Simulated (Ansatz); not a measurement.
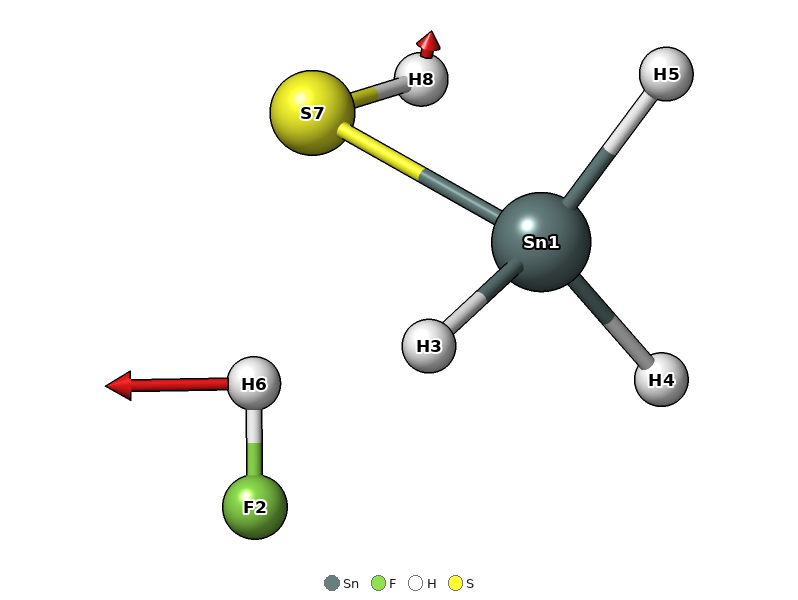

The arrows show one normal mode. Harmonic vibrations computed with RKS PBE0-D4/def2-TZVP, core potentials on Sn (Ansatz 0.2.0) at a stationary point of the same level.

Estimate its harmonic wavenumber.

Answer. 625 cm⁻¹; it is mode 8 of 18 counted from the lowest.
